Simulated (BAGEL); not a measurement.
# One shape, several levels: doublet PH+

We compute a comparison of 3 runs (UHF/STO-3G, ROHF/cc-pVTZ, FCI/STO-3G) of doublet PH+. 

Program for the calculation: BAGEL 1.2.2.

2 further runs of the same task are left out: 2 set aside as unsound or not needed.

## Step 1: The structure to begin with

PH+ has 2 atoms, charge +1, and is taken as a doublet. As SMILES of the parent species, `[PH]`. The coordinates come from a PBE0-D4/def2-TZVP relaxation. That shape belongs to the parent species and isn't relaxed for this state.

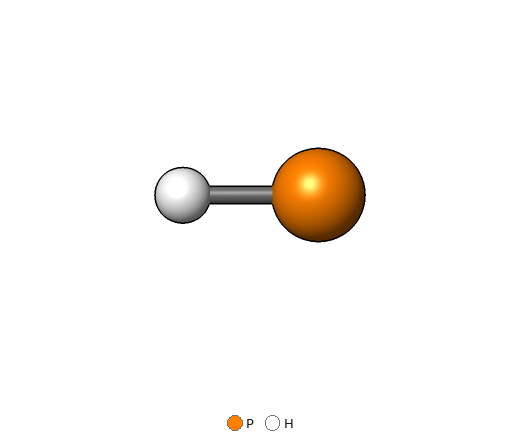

The structure, seen from a chosen angle (phosphorus orange, hydrogen white).

## Step 2: The energy at UHF/STO-3G (density fitting with cc-pvqz-jkfit) (run 1)

input.json

```json
{ "bagel": [

{
  "title": "molecule",
  "basis": "sto-3g",
  "df_basis": "cc-pvqz-jkfit",
  "angstrom": true,
  "geometry": [
    { "atom": "P", "xyz": [    0.000000,    0.000000,   -0.014610 ] },
    { "atom": "H", "xyz": [    0.000000,    0.000000,    1.413680 ] }
  ]
},
{ "title": "uhf", "charge": 1, "nopen": 1 },
{ "title": "print", "file": "orbitals.molden", "orbitals": true }

]}
```

Started as:

```
$ BAGEL_NUM_THREADS=1 BAGEL input.json > input.out
```

The program printed:

```text
* using 1 threads per process

  ===============================================================
  ===============================================================

  *** Geometry ***

  { "atom" : "P", "xyz" : [      0.000000,      0.000000,     -0.027609 ] },
  { "atom" : "H", "xyz" : [      0.000000,      0.000000,      2.671468 ] },

  Number of auxiliary basis functions:      199

  Since a DF basis is specified, we compute 2- and 3-index integrals:
    o Being stored without compression. Storage requirement is 0.000 GB

  Number of basis functions:       10
  Number of electrons      :       16

    * METHOD: MOLECULE                             0.02

  *** Open-shell HF ***

  === Nuclear Repulsion ===
     5.5574555308

      * DIIS with orbital gradients will be used.

  === UHF iteration (sto-3g) ===
      0       -337.18288597          0.02410253           0.00
      1       -337.18948923          0.00195702           0.00
      2       -337.18965884          0.00024227           0.00
      3       -337.18971498          0.00001852           0.00
      4       -337.18973594          0.00001479           0.00
      5       -337.18975690          0.00000572           0.00
      6       -337.18975712          0.00000272           0.00
      7       -337.18975764          0.00000046           0.00
      8       -337.18975764          0.00000010           0.00
      9       -337.18975764          0.00000000           0.00
    * SCF iteration converged.

    * S^2 (UHF) is 0.7534

    * Permanent dipole moment:
           (    0.000000,     0.000000,    -0.347165) a.u.

    * METHOD: UHF                                  0.03

    * METHOD: PRINT                                0.00

  ===============================================================
```

Wall time 0.2 s (1 thread of Arm Neoverse V2, shared host).

## Step 3: The energy at ROHF/cc-pVTZ (density fitting with cc-pvqz-jkfit) (run 2)

input.json

```json
{ "bagel" : [

{
  "title" : "molecule",
  "basis" : "cc-pvtz.json",
  "df_basis" : "cc-pvqz-jkfit",
  "angstrom" : true,
  "geometry" : [
    { "atom" : "P", "xyz" : [    0.000000,    0.000000,   -0.014610 ] },
    { "atom" : "H", "xyz" : [    0.000000,    0.000000,    1.413680 ] }
  ]
},
{ "title" : "rohf", "charge" : 1, "nopen" : 1 },
{ "title" : "print", "file" : "orbitals.molden", "orbitals" : true }

]}
```

The basis set cc-pVTZ is read from a file made from the Basis Set Exchange's data (not shown).

Started as:

```
$ BAGEL_NUM_THREADS=1 BAGEL input.json > input.out
```

The program printed:

```text
* using 1 threads per process

  ===============================================================
  ===============================================================

  *** Geometry ***

  { "atom" : "P", "xyz" : [      0.000000,      0.000000,     -0.027609 ] },
  { "atom" : "H", "xyz" : [      0.000000,      0.000000,      2.671468 ] },

  Number of auxiliary basis functions:      199

  Since a DF basis is specified, we compute 2- and 3-index integrals:
    o Being stored without compression. Storage requirement is 0.004 GB

  Number of basis functions:       48
  Number of electrons      :       16

    * METHOD: MOLECULE                             0.02

  *** Open-shell HF ***

  === Nuclear Repulsion ===
     5.5574555308

      * DIIS with orbital gradients will be used.

  === ROHF iteration (cc-pvtz.json) ===
      0       -340.89770019          0.02426592           0.01
      1       -340.93514782          0.00506326           0.01
      2       -340.93691312          0.00152472           0.01
      3       -340.93709748          0.00028903           0.01
      4       -340.93710301          0.00008249           0.01
      5       -340.93710344          0.00001588           0.01
      6       -340.93710344          0.00000105           0.01
      7       -340.93710346          0.00000025           0.01
      8       -340.93710347          0.00000004           0.01
      9       -340.93710347          0.00000001           0.01
    * SCF iteration converged.

    * S^2 (ROHF) is 0.7500

    * Permanent dipole moment:
           (    0.000000,     0.000000,    -0.298064) a.u.

    * METHOD: ROHF                                 0.08

    * METHOD: PRINT                                0.00

  ===============================================================
```

It took 0.26 s on 1 thread of Arm Neoverse V2, shared host.

## Step 4: The energy at FCI/STO-3G (density fitting with cc-pvqz-jkfit) (run 3)

fci.json

```json
{ "bagel" : [

{
  "title" : "molecule",
  "basis" : "sto-3g",
  "df_basis" : "cc-pvqz-jkfit",
  "angstrom" : true,
  "geometry" : [
    { "atom" : "P", "xyz" : [    0.000000,    0.000000,   -0.014610 ] },
    { "atom" : "H", "xyz" : [    0.000000,    0.000000,    1.413680 ] }
  ]
},
{ "title" : "hf", "charge" : 2 },
{ "title" : "fci", "nstate" : 1, "charge" : 1, "ncore" : 5, "nspin" : 1 }

]}
```

Started as:

```
$ BAGEL_NUM_THREADS=1 BAGEL fci.json > fci.out
```

The program printed:

```text
* using 1 threads per process

  ===============================================================
  ===============================================================

  *** Geometry ***

  { "atom" : "P", "xyz" : [      0.000000,      0.000000,     -0.027609 ] },
  { "atom" : "H", "xyz" : [      0.000000,      0.000000,      2.671468 ] },

  Number of auxiliary basis functions:      199

  Since a DF basis is specified, we compute 2- and 3-index integrals:
    o Being stored without compression. Storage requirement is 0.000 GB

  Number of basis functions:       10
  Number of electrons      :       16

    * METHOD: MOLECULE                             0.02

  *** RHF ***

  === Nuclear Repulsion ===
     5.5574555308

      * DIIS with orbital gradients will be used.

  === RHF iteration (sto-3g) ===
      0       -336.49956595          0.03047669           0.00
      1       -336.53483136          0.00260531           0.00
      2       -336.53501967          0.00029113           0.00
      3       -336.53502164          0.00001684           0.00
      4       -336.53502166          0.00000088           0.00
      5       -336.53502166          0.00000002           0.00
      6       -336.53502166          0.00000000           0.00
    * SCF iteration converged.

    * Permanent dipole moment:
           (    0.000000,     0.000000,    -0.601214) a.u.

    * METHOD: HF                                   0.02

  ---------------------------
        FCI calculation
  ---------------------------

  Performs exactly the same way as Knowles & Handy 1984 CPL

  o alpha-beta strings
      length:            20
  o size of the space
      determinant space:  100
      spin-adapted space: 75

  o single displacement lists (alpha)
      length:            90
  o single displacement lists (beta)
      length:            80

     guess   0:   closed 11...                open ...1.

  === FCI iteration ===

      0  0      -337.17696148     2.17e-02      0.00
      1  0      -337.22331286     5.43e-03      0.00
      2  0      -337.22566616     1.15e-03      0.00
      3  0      -337.22576294     1.95e-04      0.00
      4  0      -337.22576637     4.77e-05      0.00
      5  0      -337.22576661     8.27e-06      0.00
      6  0      -337.22576662     1.48e-06      0.00
      7  0      -337.22576662     2.09e-07      0.00
      8  0      -337.22576662     5.37e-08      0.00
      9  0      -337.22576662     6.98e-09      0.00
     10  0      -337.22576662     8.16e-10      0.00
     11  0 *    -337.22576662     6.42e-11      0.00

     * ci vector, state   0, <S^2> = 0.7500
       22.a.    -0.9722626807
       2..a2    -0.1004376764
       2a.ab    -0.0950546158
       .22a.     0.0807807576
       2b.aa     0.0791501381
       2.2a.     0.0745296098
       ab2a.     0.0598084824
       a2.ab     0.0573879263
       ba2a.     0.0568791430

    * METHOD: FCI                                  0.00

  ===============================================================
```

It took 0.2 s on 1 thread of Arm Neoverse V2, shared host.

## Step 5: All runs side by side

```
run                                              level  start charge  start multiplicity  energy (Eh)   ⟨S²⟩  wall time
  1    UHF/STO-3G (density fitting with cc-pvqz-jkfit)             –                   –  -337.189758  0.753      0.2 s
  2  ROHF/cc-pVTZ (density fitting with cc-pvqz-jkfit)             –                   –  -340.937103  0.750     0.26 s
  3    FCI/STO-3G (density fitting with cc-pvqz-jkfit)             2                   1  -337.225767      –      0.2 s
```

## Step 6: Outcome

| quantity | value |
| --- | --- |
| run 3: total energy | -337.22577 Eh |

What this shows: Against full CI in this basis: UHF +36.0 mEh. In runs 1, 3 the basis is minimal, so the values are rough. All runs together took 0.66 s, the longest 0.26 s.
